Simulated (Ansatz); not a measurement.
## HfTeSe monolayer, Janus: modes against biaxial strain in the plane of the sheet

Wanted: the shifts of the zone-centre modes of HfTeSe monolayer, Janus with strain.

Calculated with Ansatz 0.2.0; DFT PBEsol, scalar-relativistic, plane waves, PAW; PAW set soft_1.

## 1. The structure

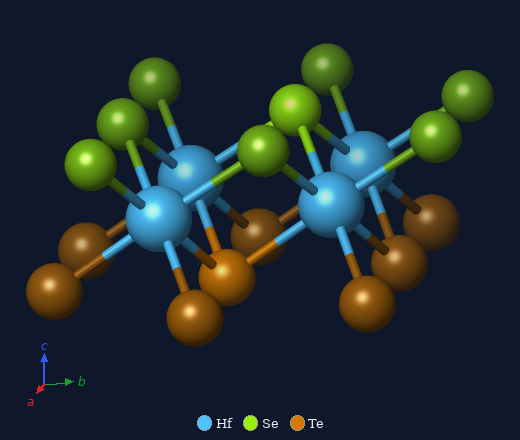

Start, viewed slightly off an axis; hafnium blue, selenium green, tellurium orange. Some periodic images of atoms are drawn too.

The cell holds 3 atoms: 1 Hf, 1 Se and 1 Te. Cell: a = 3.720 Å, b = 3.720 Å, c = 30.000 Å, α = 90.0°, β = 90.0°, γ = 120.0°. Vacuum lies along c. The height across the vacuum is the one that the program set for its solve, not the one typed.

## 2. A rough relaxation first

The start is far from rest, so a relaxation with loose tolerances brings it close first. The program lengthens the typed cell of 20.0 Å along the normal to 30.0 Å, as its cut-off of the electrostatics needs, and moves no atom.

The input, input.yaml:

```yaml
crystal:
  lattice:
    - [3.72, 0.0, 0.0]
    - [-1.86, 3.22161, 0.0]
    - [0.0, 0.0, 20.0]
  atoms:
    - { symbol: Hf, position: [0.0, 0.0, 0.5] }
    - { symbol: Se, position: [0.333333, 0.666667, 0.575] }
    - { symbol: Te, position: [0.666667, 0.333333, 0.42] }
  periodic: [true, true, false]
kpoints:
  mp_grid: { grid: [6, 6, 1] }
hamiltonian:
  xc: pbesol
  pseudopotentials: { kind: paw, azcp: { folder: soft_1 }, xc_functional: pbe }
scf:
  occupations: { method: gaussian, width: 0.1 }
output:
  forces: true
  stress: true
  eigenvalues: true
relax:
  adjacent_minimum: "off"
  f_tol: 0.05
  max_steps: 80
  cell: { stress_2d_tol: 0.02 }
```

Command:

```
> ansatz run input.yaml --threads 4 --pin off --max-ram 16384MiB --backend cpu --events-out ev --progress --plain --runs-dir out
```

Numbers of over 12 decimals in the logs are rounded to 6 here.

Log:

```text
[...]
F+E_penalty+E_count = -27927.70881855 eV   max|allowed force component| = 9.019e-3 eV/Å   (the final SCF, on the basis selected at the relaxed cell)
  cell:  # Å, volume = 372.1260 Å³
    - [3.784592, 4.780940252447248e-18, 0]
    - [-1.892296, 3.277553, 0]
    - [0, 0, 30.0]
  atoms:
    - { symbol: Hf, position: [0, 0, 0.336499] }
    - { symbol: Se, position: [0.333333, 0.666667, 0.386020] }
    - { symbol: Te, position: [0.666667, 0.333333, 0.274147] }
[key lines of the parts left out:]
SCF converged after 9 iterations
Free energy (F): -27927.708819 eV
Fermi energy:    -4.806443 eV
P = ½ c Tr σ = 0.0158 N/m
```

The job ended after 9.9 s (4 threads of Intel Xeon 6975P-C (Granite Rapids), shared host; peak memory 0.8 GiB).

Relaxation path:

```
step  energy less that of the first step (eV)  largest force component (eV/Å)  volume (Å³)
   1                                   0.0000                          3.2957       359.53
   2                                  -0.4664                          0.7054       363.71
   3                                  -0.4461                          0.8598       371.22
   4                                  -0.4916                          0.0215       370.60
   5                                  -0.4918                          0.0093       372.13
  6*                                  -0.4925                          0.0090       372.13
```

Relaxation steps marked * repeat the geometry before them on a plane-wave basis chosen anew for their cell, so energy and pressure can jump there. Relaxation step 3 was tried and not accepted.

The run keeps the 6 symmetry operations that it works with, so distortions that break them were not tested.

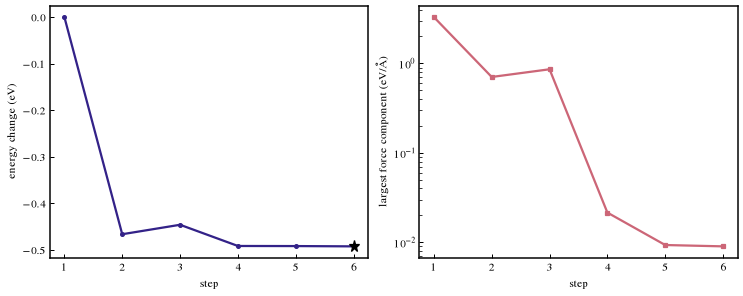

Energy and largest force along the relaxation. Stars mark steps on a basis chosen anew.

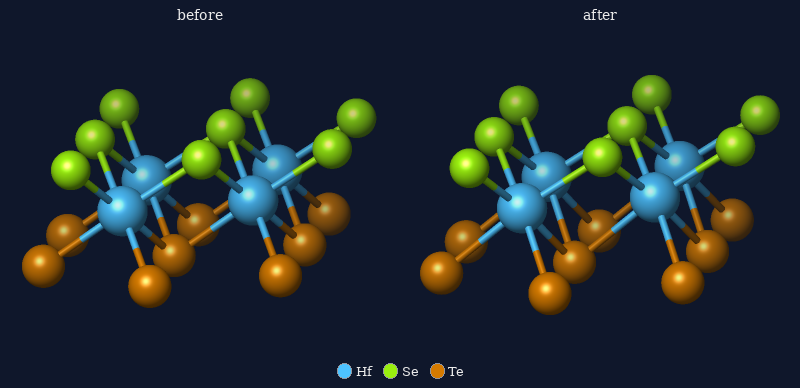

The structure before and after the relaxation, drawn at the same scale.

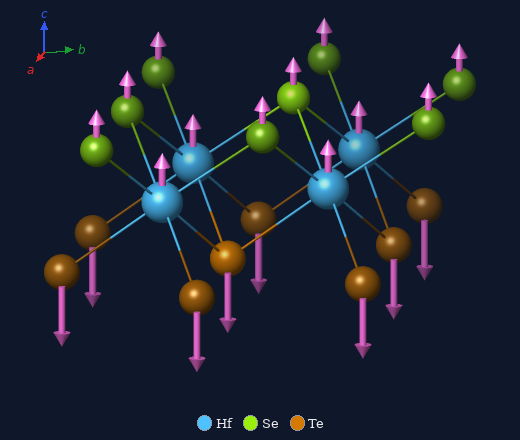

Displacements in the relaxation, exaggerated, measured against the changing cell; the longest in the cell stands for 0.18 Å. Some periodic images of atoms are drawn too.

```
cell as run  before  after  change
      a (Å)   3.720  3.785  +1.7 %
      b (Å)   3.720  3.785  +1.7 %
```

The atoms that moved most (Å, along periodic axes as changes of fractional coordinates times the final cell, across vacuum about the mean position):

```
atom     dx     dy      dz  length
 Te3  0.000  0.000  -0.176   0.176
 Hf1  0.000  0.000   0.095   0.095
 Se2  0.000  0.000   0.081   0.081
```

The relaxed structure:

```
Hf Se Te
1.0
     3.78459    0.00000    0.00000
    -1.89230    3.27755    0.00000
     0.00000    0.00000   30.00000
Hf Se Te
1 1 1
Direct
  0.00000 0.00000 0.33650
  0.33333 0.66667 0.38602
  0.66667 0.33333 0.27415
```

Numbers from this step:

| Item | Value |
| --- | --- |
| gap on the k-mesh | 0 eV |
| area per atom | 4.135 Å² |

The relaxation ends with a largest force component of 0.0090 eV/Å.

## 3. Bringing the structure to rest

Harmonic phonons are second derivatives at a point where the forces vanish, and they are wanted at zero stress, so atoms and cell are relaxed first.

input.yaml, the sections that differ from step 2:

```yaml
crystal:
  lattice:
    - [3.7845917229, 0.0, 0.0]
    - [-1.8922958615, 3.277552575, 0.0]
    - [0.0, 0.0, 30.0]
  atoms:
    - { symbol: Hf, position: [0.0, 0.0, 0.336499091] }
    - { symbol: Se, position: [0.3333333333, 0.6666666667, 0.3860201942] }
    - { symbol: Te, position: [0.6666666667, 0.3333333333, 0.2741473815] }
  periodic: [true, true, false]
kpoints:
  mp_grid: { grid: [12, 12, 1] }
relax:
  adjacent_minimum: "off"
  f_tol: 0.005
  max_steps: 80
  cell: { stress_2d_tol: 0.02 }
# hamiltonian, scf, output: as in step 2
```

Log:

```text
[...]
Crystal: 3 atoms, lattice volume = 372.126 Å³
Basis set: ecut = 420 eV, 7265 PW (Γ), exchange–correlation on 54×54×432 points (8 copies of the dense FFT grid, shifted against one another)
Bands: 35, of which v1, the nominal top of the filled ones, is band 29 counted from 1 (28 counted from 0)
Symmetry: 6 space group operations
[...]
k-points: 19 of 144 (time reversal used)
[...]
° read free of the cell's end (the report's vacuum.weakly_bound_levels)
--- Relaxed structure (4 steps of the walk, 4 accepted, 1 SCFs on fresh bases) ---
[...]
cell:  # Å, volume = 374.0060 Å³
    - [3.794140, 2.894040105775539e-11, 0]
    - [-1.897070, 3.285821, 0]
    - [0, 0, 30.0]
  atoms:
    - { symbol: Hf, position: [0, 0, 0.336454] }
    - { symbol: Se, position: [0.333333, 0.666667, 0.385833] }
    - { symbol: Te, position: [0.666667, 0.333333, 0.274380] }
[key lines of the parts left out:]
SCF converged after 8 iterations
Free energy (F): -27927.726117 eV
Fermi energy:    -4.815664 eV
P = ½ c Tr σ = 0.0045 N/m
```

Elapsed: 17 s, on 4 threads; peak memory 0.88 GiB; 64 s of CPU time.

Step by step:

```
step  energy less that of the first step (eV)  largest force component (eV/Å)  volume (Å³)
   1                                   0.0000                          0.0265       372.13
   2                                  -0.0001                          0.0347       373.38
   3                                  -0.0002                          0.0352       373.92
   4                                  -0.0002                          0.0024       374.01
  5*                                  -0.0003                          0.0024       374.01
```

Relaxation steps marked * repeat the geometry before them on a plane-wave basis chosen anew for their cell, so energy and pressure can jump there.

Forces are held to the 6 operations that the run works with; a distortion that breaks them can't arise in this run.

```
cell as run  before  after  change
      a (Å)   3.785  3.794  +0.3 %
      b (Å)   3.785  3.794  +0.3 %
```

Final coordinates:

```
Hf Se Te
1.0
     3.79414    0.00000    0.00000
    -1.89707    3.28582    0.00000
     0.00000    0.00000   30.00000
Hf Se Te
1 1 1
Direct
  0.00000 0.00000 0.33645
  0.33333 0.66667 0.38583
  0.66667 0.33333 0.27438
```

This step gave:

```
area per atom : 4.156 Å²
```

## 4. Tight relaxation

Phonons need small forces and stress, so the relaxation is finished with tight tolerances on 12×12×1 k points.

The input, input.yaml:

```yaml
crystal:
  lattice:
    - [3.7941398329, 0.0, 0.0]
    - [-1.8970699165, 3.2858214808, 0.0]
    - [0.0, 0.0, 30.0]
  atoms:
    - { symbol: Hf, position: [0.0, 0.0, 0.3364538298] }
    - { symbol: Se, position: [0.3333333333, 0.6666666667, 0.385833031] }
    - { symbol: Te, position: [0.6666666667, 0.3333333333, 0.2743798059] }
  periodic: [true, true, false]
kpoints:
  mp_grid: { grid: [12, 12, 1] }
hamiltonian:
  xc: pbesol
  pseudopotentials: { kind: paw, azcp: { folder: soft_1 }, xc_functional: pbe }
scf:
  occupations: { method: methfessel_paxton, width: 0.2 }
output:
  forces: true
  stress: true
  eigenvalues: true
  write_density: true
  write_potential: true
  elf: true
  volumetric_format: npy
relax:
  adjacent_minimum: "off"
  f_tol: 0.001
  max_steps: 60
  cell: { stress_2d_tol: 0.002 }
```

Log:

```text
[...]
Crystal: 3 atoms, lattice volume = 374.006 Å³
Basis set: ecut = 420 eV, 7301 PW (Γ), exchange–correlation on 54×54×432 points (8 copies of the dense FFT grid, shifted against one another)
Bands: 35, of which v1, the nominal top of the filled ones, is band 29 counted from 1 (28 counted from 0)
Symmetry: 6 space group operations
[...]
k-points: 19 of 144 (time reversal used)
[...]
° read free of the cell's end (the report's vacuum.weakly_bound_levels)
--- Relaxed structure (4 steps of the walk, 4 accepted, 1 SCFs on fresh bases) ---
[...]
cell:  # Å, volume = 373.7212 Å³
    - [3.792695, 2.8856510703070355e-11, 0]
    - [-1.896348, 3.284570, 0]
    - [0, 0, 30.0]
  atoms:
    - { symbol: Hf, position: [0, 0, 0.336463] }
    - { symbol: Se, position: [0.333333, 0.666667, 0.385863] }
    - { symbol: Te, position: [0.666667, 0.333333, 0.274341] }
[key lines of the parts left out:]
SCF converged after 11 iterations
Free energy (F): -27927.725288 eV
Fermi energy:    -4.810329 eV
P = ½ c Tr σ = -0.0016 N/m
```

Elapsed: 20 s, on 4 threads; peak memory 0.89 GiB.

Little changed from the start: no atom moved by 0.005 Å and no cell edge by 0.1 %.

Numbers from this step:

```
area per atom : 4.152 Å²
```

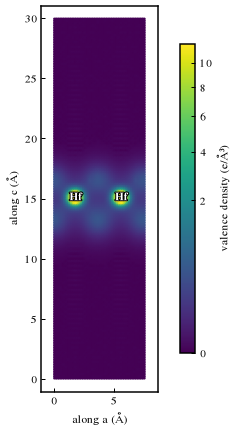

Valence density in the ac plane at fractional y = 0.000, with atoms of Hf within 0.2 Å of it. It is the smooth field of the valence electrons, not physical close to the nuclei. The map starts off the cell's origin, so that atoms lie inside it. The colour scale is stretched toward low values.

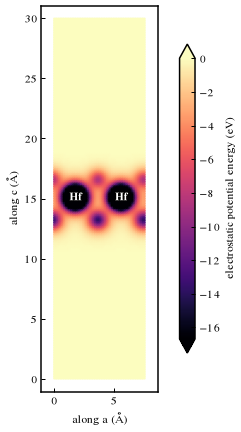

Electrostatic potential energy in the ac plane at fractional y = 0.000, with atoms of Hf within 0.2 Å of it. With pseudopotentials it is smooth inside the atoms' cores, unlike the true potential. The map starts off the cell's origin, so that atoms lie inside it.

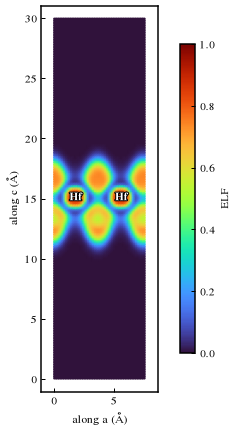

ELF in the ac plane at fractional y = 0.000, with atoms of Hf within 0.2 Å of it. It is the smooth field of the valence electrons, not physical close to the nuclei. The map starts off the cell's origin, so that atoms lie inside it.

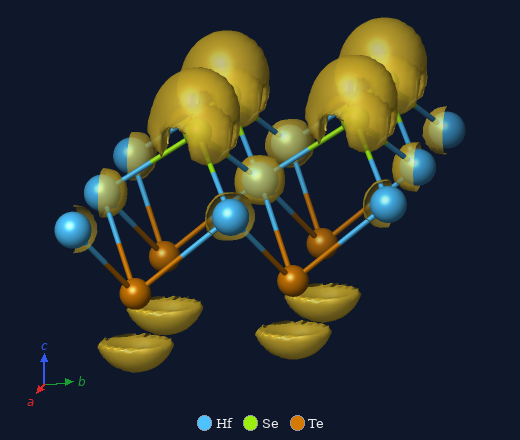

Surface of ELF = 0.78. 2×2×1 cells are drawn.

The largest force component left is 0.62 meV/Å, within the tolerances set.

## 5. Zone-centre response at rest

The force constants come from the linear response of the density to a displacement.

The modes at rest are the reference of the series.

input.yaml, the sections that differ from step 4:

```yaml
crystal:
  lattice:
    - [3.7926951833, 0.0, 0.0]
    - [-1.8963475917, 3.2845703776, 0.0]
    - [0.0, 0.0, 30.0]
  atoms:
    - { symbol: Hf, position: [0.0, 0.0, 0.3364625827] }
    - { symbol: Se, position: [0.3333333333, 0.6666666667, 0.3858626261] }
    - { symbol: Te, position: [0.6666666667, 0.3333333333, 0.2743414579] }
  periodic: [true, true, false]
output:
  eigenvalues: true
phonons:
  method: dfpt
# kpoints, hamiltonian, scf: as in step 4
# relax: removed
```

Log:

```text
[...]
Crystal: 3 atoms, lattice volume = 373.721 Å³
Basis set: ecut = 420 eV, 7301 PW (Γ), exchange–correlation on 54×54×432 points (8 copies of the dense FFT grid, shifted against one another)
Bands: 35, of which v1, the nominal top of the filled ones, is band 29 counted from 1 (28 counted from 0)
Symmetry: 6 space group operations
k-points: 43 of 144 (irreducible under 2 space group operations, time reversal used)
[...]
SCF iter  13: F=-27927.725288 eV  HF=-27927.725288 eV  |F-HF|=2.07e-10  |Δ(HF+E_count)|=  3.20e-10  S|Δr|=    0.00e0  Δρ=1.92e-8  dr2=1.18e-12  ethr=1.00e-12  ⟨swp⟩=21.9  Hψ=11461  notcnv=0
SCF 1 converged in 13 iterations: F = -27927.725288 eV  dr2 = 1.18e-12
[...]
DFPT response loops at Γ: preconditioner auto → none (partly filled bands, converged f_vac=0.766); β = 0.50; Broyden in place of MSR1
SCF converged after 13 iterations
[...]
Free energy (F): -27927.725288 eV
[...]
Internal energy: -27927.721626 eV  (E = F + TS)
E sigma→0 (E₀):  -27927.724373 eV
Entropy (-TS):   -0.003662 eV (-1.221 meV/atom)
Fermi energy:    -4.810328 eV
Step filling:    the computed levels leave a gap of 0.0000 eV = 0.0 smearing widths at the electron count; against every level under it full and every level over it empty, smearing changes F+E_penalty+E_count by -2.713 meV and its σ→0 estimate by -1.797 meV
[...]
--- Band table (eV; the first three rows and the last of 43) ---
  k-point 0: bands = [... 25 lower, -7.6344, -6.6204, -4.4794, -4.4794, -3.8554, -3.8554, -3.5480, -1.2714, ... 2 higher]
  k-point 1: bands = [... 25 lower, -7.6132, -6.4192, -5.2814, -4.8544, -3.8268, -3.4630, -3.2381, -1.1384 (-1.1384°), ... 2 higher]
  k-point 2: bands = [... 25 lower, -7.5710, -6.5927, -6.0945, -5.3285, -4.0546, -2.9590, -2.8971, -1.4191 (-1.4191°), ... 2 higher]
  k-point 42: bands = [... 25 lower, -8.2118, -7.7408, -7.3776, -6.7806, -3.4718, -2.9979, -2.0380, -1.2219, ... 2 higher]
  ° read free of the cell's end (the report's vacuum.weakly_bound_levels)
--- Phonons (Γ-DFPT): 6 representative perturbations + reference, on 43 of 144 k-points (Σ response iterations 28) ---
  k mesh reduced under 2 symmetry operations, with k and −k counted as one. Each operation leaves every solved perturbation unchanged. A smaller set is not used because it would not reduce the number of displacements times k-points to solve
  ASR residual: 1.536e-4 → 0.000e0 eV/Å²; symmetrization residual: 5.417e-5 eV/Å²
  ASR residual per site (eV/Å²): 4.89e-5 1.21e-5 1.54e-4
  Γ frequencies (cm⁻¹): 0.00 0.00 0.00 91.11 91.11 141.90 141.90 159.40 210.67
  non-analytic LO–TO correction: not included (Born effective charges unavailable; polar crystals: no LO–TO splitting at Γ)
```

Elapsed: 69 s, on 4 threads; peak memory 2.2 GiB.

In the SCF lines HF is the Harris–Foulkes energy and dr2 the Hartree energy of the density residual, in eV; the loop may stop once dr2 is under the threshold and the program's other checks hold. Hψ counts applications of the Hamiltonian.

Numbers from this step:

```yaml
sum_rule_residual_before_enforcement: 1.54e-4 eV/Å²
point_group: 3m
highest_optical_mode_at_the_zone_centre_no_lo_to_term: 210.7 cm⁻¹
lowest_optical_zone_centre_mode: 91.11 cm⁻¹
```

Patterns of degenerate modes are one choice out of their space. Modes at Γ, with each element's share of the kinetic energy:

```
mode  frequency (cm⁻¹)  symmetry  Hf %  Se %  Te %
   1               0.0  acoustic    46    21    33
   2               0.0  acoustic    46    21    33
   3               0.0  acoustic    46    21    33
   4              91.1         E    37     1    62
   5              91.1         E    37     1    62
   6             141.9         E    17    79     5
   7             141.9         E    17    79     5
   8             159.4        A1     7    34    59
   9             210.7        A1    47    46     8
```

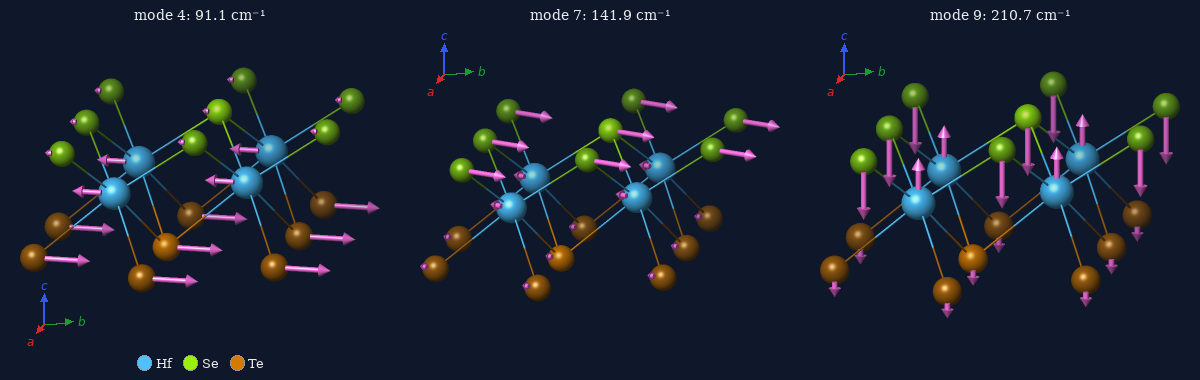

Displacement patterns of modes 4, 7 and 9 at Γ; arrows are exaggerated. Some periodic images of atoms are drawn too.

Before it was imposed, the acoustic sum rule was missed by 1.5e-4 eV/Å². Small misses are needed for a sound result but don't prove that mesh and cutoff are converged. The lowest optical mode is real, 91.1 cm⁻¹.

## 6. A member of the series: biaxial strain of +5 % in the plane of the sheet

The cell takes a biaxial strain of +5 % in the plane of the sheet. The cell is held, and the atoms relax in it.

input.yaml, the sections that differ from step 5:

```yaml
crystal:
  lattice:
    - [3.9823299425, 0.0, 0.0]
    - [-1.9911649712, 3.4487988964, 0.0]
    - [0.0, 0.0, 30.0]
  atoms:
    - { symbol: Hf, position: [0.0, 0.0, 0.3365623805] }
    - { symbol: Se, position: [0.3333333333, 0.6666666667, 0.3833523907] }
    - { symbol: Te, position: [0.6666666667, 0.3333333333, 0.2767518955] }
  periodic: [true, true, false]
output:
  forces: true
  stress: true
  eigenvalues: true
relax:
  adjacent_minimum: "off"
  f_tol: 0.001
  max_steps: 60
# kpoints, hamiltonian, scf: as in step 5
# phonons: removed
```

Log:

```text
[...]
--- Relaxed structure (5 steps of the walk, 4 accepted, 0 SCFs on fresh bases) ---
  F+E_penalty+E_count = -27927.61092115 eV   max|allowed force component| = 5.829e-5 eV/Å
  cell:  # Å, volume = 412.0277 Å³
    - [3.982330, -2.8867481839120987e-11, 0.0]
    - [-1.991165, 3.448799, 0.0]
    - [0.0, 0.0, 30.0]
  atoms:
    - { symbol: Hf, position: [0, 0, 0.336605] }
    - { symbol: Se, position: [0.333333, 0.666667, 0.382715] }
    - { symbol: Te, position: [0.666667, 0.333333, 0.277347] }
[key lines of the parts left out:]
SCF converged after 5 iterations
Free energy (F): -27927.610921 eV
Fermi energy:    -4.848457 eV
P = ½ c Tr σ = -2.7425 N/m
```

The job ended after 19 s (4 threads; peak memory 0.92 GiB; 73 s of CPU time).

The steps of the relaxation:

```
step  energy less that of the first step (eV)  largest force component (eV/Å)
   1                                   0.0000                          0.1585
   2                                   0.0083                          0.3196
   3                                  -0.0029                          0.0065
   4                                  -0.0029                          0.0019
   5                                  -0.0029                          0.0001
```

Relaxation step 2 was tried and not accepted.

Forces are held to the 6 operations that the run works with; a distortion that breaks them can't arise in this run.

The atoms that moved most (Å):

```
atom     dx     dy      dz  length
 Se2  0.000  0.000  -0.019   0.019
 Te3  0.000  0.000   0.018   0.018
```

Final coordinates:

```xyz
3
Lattice="3.9823 0.0000 0.0000 -1.9912 3.4488 0.0000 0.0000 0.0000 30.0000" Properties=species:S:1:pos:R:3
Hf    0.0000    0.0000   10.0981
Se    0.0000    2.2992   11.4814
Te    1.9912    1.1496    8.3204
```

Numbers from this step:

```yaml
gap_on_the_k_mesh: 0.2924 eV
area_per_atom: 4.578 Å²
```

The largest force component left is 0.059 meV/Å.

[end of part 1 of 2]

[Logs are printed without paths, hosts, clocks, repeated set-up lines and the standing remarks that a program may print on its own settings, such as how far it seeks lower states.]

[Hosts, paths, dates, database ids (printed as entryN), source tags and the programs' standing remarks are cut or masked in the printed files.]
